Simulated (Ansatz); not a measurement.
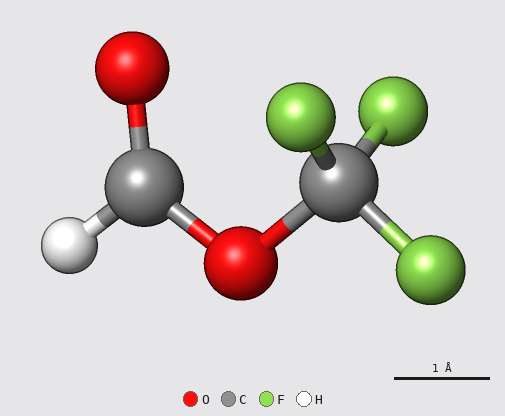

C2HF3O2 (coarse preliminary run), before the relaxation. Style: ball-and-stick. Shown at a tilt.

The start comes from a force field.

Computed with RKS PBE-D4/def2-SVP in Ansatz 0.2.0.

Input
```yaml
crystal:
  periodic: [false, false, false]
  atoms:
    - {symbol: O, position_ang: [0.923700, -0.942200, 1.295000]}
    - {symbol: C, position_ang: [-0.038300, -1.207400, 0.532100]}
    - {symbol: O, position_ang: [-0.656400, -0.441800, -0.417700]}
    - {symbol: C, position_ang: [0.010400, 0.858700, -0.463400]}
    - {symbol: F, position_ang: [-0.710800, 1.533800, -1.441100]}
    - {symbol: F, position_ang: [-0.232800, 1.520200, 0.703100]}
    - {symbol: F, position_ang: [1.267300, 0.802900, -0.789800]}
    - {symbol: H, position_ang: [-0.471000, -2.181300, 0.526000]}
basis:
  gaussian: {orbitals: def2-SVP}
hamiltonian: {xc: pbe, dispersion: d4}
relax: {f_tol: 0.03, max_steps: 200}
```

> Predict the outcome.

Over 7 geometry steps the energy falls by 47.0 kJ/mol. The largest force component goes from 3.7 to 0.0069 eV/Å. O3 moves most after the best rigid fit: 0.13 Å. By element the largest moves are O 0.13 Å, H 0.10 Å, F 0.09 Å, C 0.08 Å. Some distances before and after: O3–C4 1.462 → 1.394 Å, O1–C2 1.256 → 1.198 Å, C4–F5 1.390 → 1.335 Å, C2–H8 1.066 → 1.118 Å. Bond angles that change, for instance: C2–O3–C4 108.3° → 119.3°, O1–C2–H8 120.5° → 127.3°, F6–C4–F7 114.1° → 109.1°. The run took of the order of 40 core-seconds on a shared host.

History of the run:

```csv
step,"E − E(0), kJ/mol","largest force component, eV/Å"
0,0.00,3.6740
1,-32.23,2.1470
2,-36.44,1.3890
3,-39.18,1.4480
4,-46.71,0.2333
5,-46.88,0.1198
6,-46.98,0.0678
7,-46.99,0.0069
```

Final geometry:

```xyz
8

O     0.8964   -1.0070    1.3306
C     0.0033   -1.2628    0.5745
O    -0.5428   -0.4028   -0.3648
C    -0.0385    0.8917   -0.4780
F    -0.7392    1.4857   -1.4462
F    -0.1924    1.5801    0.6588
F     1.2562    0.8870   -0.8149
H    -0.5509   -2.2291    0.4843
```

The end point in the same view:

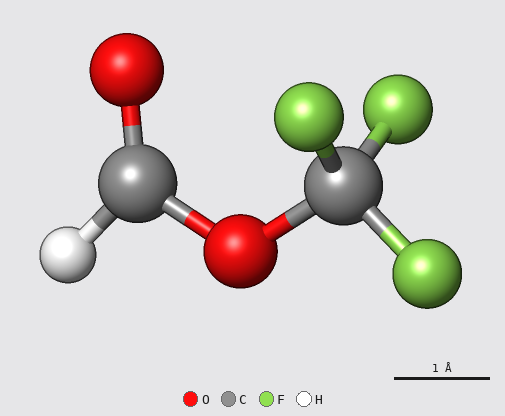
